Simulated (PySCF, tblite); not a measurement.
# C₅H₈O₃: dynamics, then NMR shifts on frames, part 2 of 2

tblite 0.8.0 and PySCF 2.14.0. Atoms count from 0. The steps go on from the part before.

### 5 Nuclear shieldings: 625 fs, PBE0/pcSseg-1

The job: settings as JSON, then the geometry in Å.

```
{"job": {"kind": "nmr", "xc": "PBE0", "basis": "pcSseg-1", "pop": false}, "charge": 0, "multiplicity": 1}
O      2.262100    -0.658000     2.172900
C      1.893100    -0.460000     1.092400
O      0.693100    -0.291500     0.541400
C     -0.545000    -0.156900     1.314200
C     -1.427100    -1.306600     0.978800
C     -2.304600    -0.756600    -0.193900
C     -2.317100     0.753600     0.082800
O     -1.137500     1.016300     0.918900
H      2.546500    -0.510500     0.139700
H     -0.320300    -0.116400     2.431500
H     -0.992900    -2.170400     0.514100
H     -2.036000    -1.655600     1.918100
H     -1.869100    -1.008000    -1.207100
H     -3.286400    -1.242500    -0.286600
H     -2.218400     1.369000    -0.764600
H     -3.167900     1.112200     0.641000
```

Method: GIAO PBE0/pcSseg-1 NMR shielding, non-relativistic, gas phase.

The log of the run:

```text
coarse grid: 13648 points
cycle   1  E = -420.2233486767  dE =  1.343e+00  |g| = 9.792e-01  |ddm| = 3.499e+00
cycle   2  E = -419.9331727154  dE =  2.902e-01  |g| = 1.607e+00  |ddm| = 1.539e+00
cycle   3  E = -420.3854138174  dE = -4.522e-01  |g| = 2.521e-01  |ddm| = 1.055e+00
cycle   4  E = -420.3959988555  dE = -1.059e-02  |g| = 9.053e-02  |ddm| = 1.950e-01
cycle   5  E = -420.3973391839  dE = -1.340e-03  |g| = 1.665e-02  |ddm| = 5.165e-02
cycle   6  E = -420.3973946799  dE = -5.550e-05  |g| = 5.394e-03  |ddm| = 1.434e-02
cycle   7  E = -420.3974009796  dE = -6.300e-06  |g| = 7.936e-04  |ddm| = 4.147e-03
final grid: 132640 points
cycle   8  E = -420.4784525943  dE = -1.561e-05  |g| = 1.570e-02  |ddm| = 2.410e-02
cycle   9  E = -420.4783976305  dE =  5.496e-05  |g| = 2.368e-02  |ddm| = 2.203e-02
cycle  10  E = -420.4784961745  dE = -9.854e-05  |g| = 1.715e-03  |ddm| = 1.361e-02
cycle  11  E = -420.4784967069  dE = -5.323e-07  |g| = 4.161e-04  |ddm| = 1.220e-03
cycle  12  E = -420.4784967319  dE = -2.502e-08  |g| = 1.691e-04  |ddm| = 3.422e-04
cycle  13  E = -420.4784967378  dE = -5.906e-09  |g| = 2.738e-05  |ddm| = 1.429e-04
cycle  14  E = -420.4784967379  dE = -1.152e-10  |g| = 1.211e-05  |ddm| = 2.415e-05
converged SCF energy = -420.4784967379

GIAO shielding tensors (ppm)
atom      isotropic    diamagn.    paramagn.     s11        s22        s33       span
  0 O      -57.116     399.901    -457.016   -317.229   -145.956    291.837    609.066
  1 C       32.145     248.005    -215.860    -67.612     70.595     93.451    161.063
  2 O       63.153     405.108    -341.955   -111.129    129.361    171.227    282.356
  3 C       87.251     238.539    -151.287     53.569     90.094    118.090     64.521
  4 C      145.509     248.567    -103.058    116.303    145.940    174.285     57.983
  5 C      154.698     249.246     -94.548    129.553    155.418    179.122     49.569
  6 C      112.300     241.003    -128.703     61.055    102.849    172.996    111.942
  7 O      220.778     396.169    -175.391    139.659    198.461    324.214    184.556
  8 H       23.349      27.470      -4.121     17.352     23.707     28.988     11.636
  9 H       24.468      29.044      -4.576     21.003     23.683     28.719      7.715
 10 H       29.190      30.998      -1.808     25.183     27.628     34.759      9.575
 11 H       27.805      27.300       0.506     22.831     26.049     34.536     11.705
 12 H       28.544      30.661      -2.117     24.741     25.820     35.072     10.331
 13 H       29.337      27.443       1.894     25.635     26.241     36.135     10.500
 14 H       27.866      29.871      -2.004     23.698     26.536     33.365      9.668
 15 H       27.810      27.643       0.167     22.711     26.358     34.361     11.650
```

Run time: 41 s. Hardware: 1 thread of Arm Neoverse N1, shared host; peak memory 0.84 GiB.

Key values: δ C1 154.8, C3 99.7, C6 74.6, C4 41.4, H8 8.37, H9 7.25 ppm.

### 6 Nuclear shieldings: 800 fs, PBE0/pcSseg-1

The job: settings as JSON, then the geometry in Å.

```
{"job": {"kind": "nmr", "xc": "PBE0", "basis": "pcSseg-1", "pop": false}, "charge": 0, "multiplicity": 1}
O      2.376100    -0.793100     2.576600
C      2.020900    -0.623700     1.445500
O      0.918800    -0.220200     0.870000
C     -0.280800    -0.001200     1.836400
C     -1.208600    -1.126500     1.663400
C     -2.155600    -0.708500     0.517900
C     -1.927700     0.855200     0.490500
O     -0.997900     1.156100     1.535000
H      2.750800    -0.794700     0.586900
H      0.197300     0.170000     2.827400
H     -0.760500    -2.027900     1.311200
H     -1.808100    -1.325900     2.513600
H     -1.812200    -1.165200    -0.365200
H     -3.155100    -0.902200     0.852000
H     -1.674700     1.389600    -0.471500
H     -2.850800     1.354600     0.773900
```

Level: GIAO PBE0/pcSseg-1 NMR shielding, non-relativistic, gas phase.

The log of the run:

```text
coarse grid: 13648 points
cycle   1  E = -420.2154843645  dE =  1.341e+00  |g| = 9.965e-01  |ddm| = 3.534e+00
cycle   2  E = -419.8481730270  dE =  3.673e-01  |g| = 1.729e+00  |ddm| = 1.635e+00
cycle   3  E = -420.3808870440  dE = -5.327e-01  |g| = 3.085e-01  |ddm| = 1.182e+00
cycle   4  E = -420.3974003504  dE = -1.651e-02  |g| = 9.693e-02  |ddm| = 2.285e-01
cycle   5  E = -420.3989128964  dE = -1.513e-03  |g| = 2.124e-02  |ddm| = 5.587e-02
cycle   6  E = -420.3990046527  dE = -9.176e-05  |g| = 6.196e-03  |ddm| = 1.717e-02
cycle   7  E = -420.3990120210  dE = -7.368e-06  |g| = 1.602e-03  |ddm| = 4.621e-03
final grid: 132640 points
cycle   8  E = -420.4788168079  dE = -2.101e-05  |g| = 1.534e-02  |ddm| = 2.565e-02
cycle   9  E = -420.4787584830  dE =  5.832e-05  |g| = 2.375e-02  |ddm| = 2.172e-02
cycle  10  E = -420.4788586648  dE = -1.002e-04  |g| = 2.319e-03  |ddm| = 1.358e-02
cycle  11  E = -420.4788596559  dE = -9.910e-07  |g| = 4.741e-04  |ddm| = 1.540e-03
cycle  12  E = -420.4788596900  dE = -3.410e-08  |g| = 1.790e-04  |ddm| = 3.842e-04
cycle  13  E = -420.4788596967  dE = -6.767e-09  |g| = 2.362e-05  |ddm| = 1.446e-04
cycle  14  E = -420.4788596968  dE = -9.902e-11  |g| = 6.165e-06  |ddm| = 2.183e-05
converged SCF energy = -420.4788596968

GIAO shielding tensors (ppm)
atom      isotropic    diamagn.    paramagn.     s11        s22        s33       span
  0 O      -88.952     399.972    -488.924   -383.961   -168.029    285.133    669.095
  1 C       21.987     246.470    -224.483    -78.606     70.259     74.309    152.916
  2 O       54.694     402.714    -348.020   -133.976    124.747    173.310    307.285
  3 C       72.752     240.770    -168.018     36.010     83.962     98.285     62.275
  4 C      158.312     249.373     -91.061    132.821    156.485    185.630     52.809
  5 C      159.975     250.924     -90.949    120.843    176.958    182.123     61.281
  6 C      113.668     240.657    -126.989     67.823    101.109    172.073    104.250
  7 O      203.981     395.331    -191.350    139.510    172.448    299.984    160.474
  8 H       23.221      27.416      -4.195     17.663     23.742     28.257     10.594
  9 H       24.011      29.423      -5.412     19.714     24.118     28.201      8.486
 10 H       30.078      30.983      -0.906     25.609     28.693     35.931     10.322
 11 H       30.407      30.112       0.296     24.507     28.879     37.835     13.328
 12 H       29.821      32.150      -2.329     25.397     27.759     36.307     10.910
 13 H       29.497      29.430       0.067     24.755     27.083     36.653     11.897
 14 H       26.691      28.912      -2.221     22.818     24.778     32.478      9.660
 15 H       27.489      27.896      -0.408     23.107     26.084     33.275     10.168
```

Wall time 41 s (1 thread of Arm Neoverse N1, shared host); peak memory 0.84 GiB.

Key values: δ C1 164.9, C3 114.2, C6 73.3, C4 28.6, H8 8.50, H9 7.71 ppm.

### 7 Nuclear shieldings: 1000 fs, PBE0/pcSseg-1

The job: settings as JSON, then the geometry in Å.

```
{"job": {"kind": "nmr", "xc": "PBE0", "basis": "pcSseg-1", "pop": false}, "charge": 0, "multiplicity": 1}
O      2.382500    -0.242000     2.741900
C      2.214100    -0.150100     1.563100
O      0.980300    -0.134800     0.994400
C     -0.140400    -0.023300     1.819500
C     -1.372800    -0.656100     0.978400
C     -2.066900     0.690900     0.440100
C     -1.194500     1.746700     0.946000
O     -0.522800     1.245600     2.042900
H      2.875300    -0.480000     0.669700
H      0.086400    -0.566200     2.725800
H     -0.892000    -1.268000     0.197900
H     -1.991100    -1.267800     1.597000
H     -2.146300     0.820000    -0.606100
H     -3.081600     0.728300     0.927700
H     -0.472000     2.062900     0.211700
H     -1.723000     2.682300     1.166500
```

With the program's defaults for keys left out, this is: GIAO PBE0/pcSseg-1 NMR shielding, non-relativistic, gas phase.

The log of the run:

```text
coarse grid: 13648 points
cycle   1  E = -420.2113419999  dE =  1.497e+00  |g| = 9.947e-01  |ddm| = 3.568e+00
cycle   2  E = -419.8240216468  dE =  3.873e-01  |g| = 1.755e+00  |ddm| = 1.601e+00
cycle   3  E = -420.3754163460  dE = -5.514e-01  |g| = 3.268e-01  |ddm| = 1.145e+00
cycle   4  E = -420.3939300792  dE = -1.851e-02  |g| = 9.121e-02  |ddm| = 2.347e-01
cycle   5  E = -420.3952360826  dE = -1.306e-03  |g| = 2.299e-02  |ddm| = 5.486e-02
cycle   6  E = -420.3953301213  dE = -9.404e-05  |g| = 8.012e-03  |ddm| = 1.748e-02
cycle   7  E = -420.3953417090  dE = -1.159e-05  |g| = 1.815e-03  |ddm| = 5.612e-03
cycle   8  E = -420.3953422769  dE = -5.679e-07  |g| = 5.660e-04  |ddm| = 1.477e-03
final grid: 132640 points
cycle   9  E = -420.4756170777  dE = -2.893e-05  |g| = 1.477e-02  |ddm| = 2.759e-02
cycle  10  E = -420.4755704035  dE =  4.667e-05  |g| = 2.192e-02  |ddm| = 1.974e-02
cycle  11  E = -420.4756547428  dE = -8.434e-05  |g| = 2.814e-03  |ddm| = 1.237e-02
cycle  12  E = -420.4756561714  dE = -1.429e-06  |g| = 4.080e-04  |ddm| = 1.676e-03
cycle  13  E = -420.4756561967  dE = -2.528e-08  |g| = 1.749e-04  |ddm| = 3.877e-04
cycle  14  E = -420.4756562030  dE = -6.354e-09  |g| = 3.290e-05  |ddm| = 1.493e-04
cycle  15  E = -420.4756562032  dE = -1.719e-10  |g| = 1.337e-05  |ddm| = 2.897e-05
converged SCF energy = -420.4756562032

GIAO shielding tensors (ppm)
atom      isotropic    diamagn.    paramagn.     s11        s22        s33       span
  0 O     -125.411     398.677    -524.088   -393.219   -282.678    299.662    692.881
  1 C       18.762     250.820    -232.058    -87.053     62.429     80.910    167.962
  2 O       53.671     406.089    -352.418   -150.141    100.860    210.293    360.434
  3 C       94.825     247.109    -152.284     61.503     96.790    126.182     64.679
  4 C      138.139     250.075    -111.936    100.870    141.833    171.713     70.844
  5 C      161.342     248.023     -86.681    135.523    172.003    176.498     40.975
  6 C      123.856     247.621    -123.764     81.121    117.403    173.045     91.924
  7 O      234.710     394.562    -159.853    171.008    225.740    307.380    136.372
  8 H       22.593      26.637      -4.044     17.773     22.182     27.824     10.051
  9 H       25.314      31.952      -6.637     21.802     25.088     29.053      7.251
 10 H       29.240      31.611      -2.371     24.865     28.029     34.827      9.962
 11 H       29.487      31.322      -1.836     25.078     27.958     35.424     10.345
 12 H       30.384      31.443      -1.059     26.407     27.387     37.359     10.952
 13 H       29.091      27.543       1.549     23.595     26.688     36.992     13.398
 14 H       28.376      32.679      -4.303     23.464     27.090     34.573     11.109
 15 H       27.514      27.822      -0.307     23.107     26.006     33.430     10.323
```

It took 42 s on 1 thread of Arm Neoverse N1, shared host; peak memory 0.84 GiB.

This run: δ C1 168.2, C3 92.1, C6 63.1, C4 48.8, H8 9.12, H9 6.40 ppm.

### 8 Run by run: NMR shifts

Shifts (ppm) of some atoms, chosen among heavy atoms and hydrogens apart, with basis size and wall time:

| frame | C3 | C4 | H11 | H12 | O0 | O2 | O7 | functions | time |
| --- | --- | --- | --- | --- | --- | --- | --- | --- | --- |
| 250 fs | 99.0 | 42.6 | 3.23 | -0.24 | 412.6 | 262.3 | 112.3 | 176 | 41 s |
| 425 fs | 100.1 | 33.9 | 2.77 | 2.57 | 441.0 | 258.4 | 108.9 | 176 | 41 s |
| 625 fs | 99.7 | 41.4 | 3.91 | 3.17 | 393.2 | 272.9 | 115.3 | 176 | 41 s |
| 800 fs | 114.2 | 28.6 | 1.31 | 1.90 | 425.0 | 281.4 | 132.1 | 176 | 41 s |
| 1000 fs | 92.1 | 48.8 | 2.23 | 1.33 | 461.5 | 282.4 | 101.4 | 176 | 42 s |

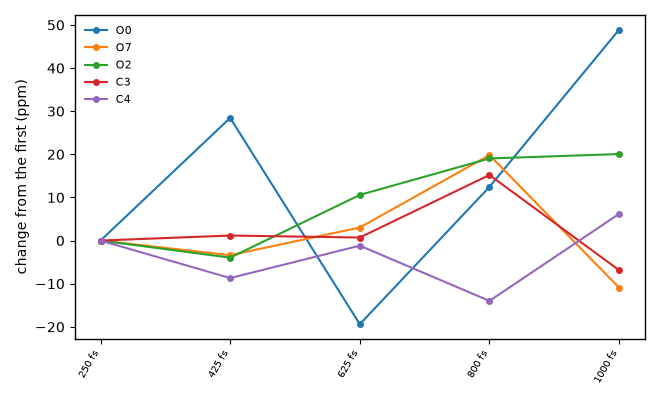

How five of the tabulated atoms move from run to run.

### 9 Summary of results

This closing draws on all 2 parts.

```
                                      quantity                                                value
                                    thermostat                                                400 K
                 mean temperature, second half                                                438 K
       mean potential energy above the minimum                                              0.71 eV
13C shifts against TMS (PBE0/pcSseg-1, 250 fs)                    162.4, 99.0, 66.4, 42.6, 16.9 ppm
 1H shifts against TMS (PBE0/pcSseg-1, 250 fs)  8.45, 7.44, 4.54, 4.11, 3.23, 3.15, 1.37, -0.24 ppm
17O shifts against H2O (PBE0/pcSseg-1, 250 fs)                              412.6, 262.3, 112.3 ppm
                      range of the shift of O0                                   393.2 to 461.5 ppm
```

**Reading.** In the second half the potential energy averages 0.71 eV above the minimum; equipartition over 42 harmonic modes at 400 K would give 0.72 eV. With 16 atoms the temperature swings widely (190 to 532 K). Shifts at one fixed geometry are not the observed spectrum, which averages over the motion. In the first frame run (250 fs): Shielding is most anisotropic at O0 (span 632 ppm, paramagnetic term -478 ppm). Across the 5 runs the shift of O0 moves most, between 393.2 (625 fs) and 461.5 ppm (1000 fs).
